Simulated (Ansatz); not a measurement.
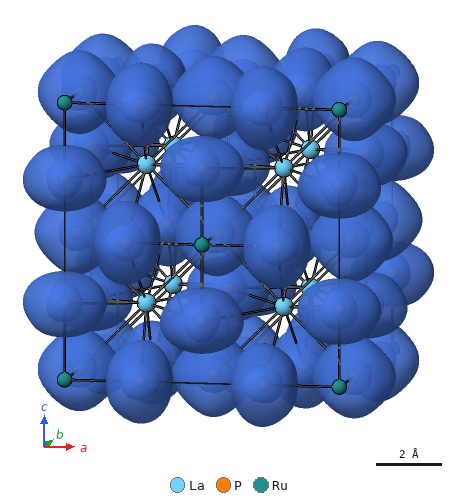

Figure 1: La₂P₆Ru. Isosurface of the electron localisation function at 0.6 (blue), seen slightly off an axis. Only the valence region is drawn (cores and ρ < 0.01 e/Å³ removed). Sticks mark near contacts.

Space group Fm-3m; a structure generated by program, which may or may not match a known phase; computed without spin polarisation.

Theory: DFT PBE, scalar-relativistic, plane waves, PAW in Ansatz 0.2.0.

In a PAW calculation such maps are meaningful between the atoms, not at the nuclei.

```
CELL_PARAMETERS angstrom
8.73260 0.00000 0.00000
0.00000 8.73260 0.00000
0.00000 0.00000 8.73260
ATOMIC_POSITIONS crystal
La 0.25000 0.25000 0.25000
La 0.75000 0.75000 0.25000
La 0.75000 0.25000 0.75000
La 0.25000 0.75000 0.75000
La 0.75000 0.25000 0.25000
La 0.25000 0.75000 0.25000
La 0.25000 0.25000 0.75000
La 0.75000 0.75000 0.75000
P 0.72381 0.00000 0.00000
P 0.22381 0.50000 0.00000
P 0.22381 0.00000 0.50000
P 0.72381 0.50000 0.50000
P 0.50000 0.22381 0.00000
P 0.00000 0.72381 0.00000
P 0.00000 0.22381 0.50000
P 0.50000 0.72381 0.50000
P 0.27619 0.00000 0.00000
P 0.77619 0.50000 0.00000
P 0.77619 0.00000 0.50000
P 0.27619 0.50000 0.50000
P 0.00000 0.27619 0.00000
P 0.50000 0.77619 0.00000
P 0.50000 0.27619 0.50000
P 0.00000 0.77619 0.50000
P 0.50000 0.00000 0.22381
P 0.00000 0.50000 0.22381
P 0.00000 0.00000 0.72381
P 0.50000 0.50000 0.72381
P 0.00000 0.00000 0.27619
P 0.50000 0.50000 0.27619
P 0.50000 0.00000 0.77619
P 0.00000 0.50000 0.77619
Ru 0.00000 0.00000 0.00000
Ru 0.50000 0.50000 0.00000
Ru 0.50000 0.00000 0.50000
Ru 0.00000 0.50000 0.50000
```

**Describe the localisation domains.**

At this value the surface marks out 24 regions wrapped around P (the valence shell of each), counted in one cell of 36 atoms. Regions shared between cells count once. Profiles from the grid: P–Ru (2.41 Å): the ELF peaks at about 0.80 in the valence shell of P, 0.8 Å from its nucleus, and is about 0.40 at the midpoint. La–P (3.10 Å): the ELF peaks at about 0.85 in the valence shell of P, 0.9 Å from its nucleus, and drops to about 0.15 between the two atoms.
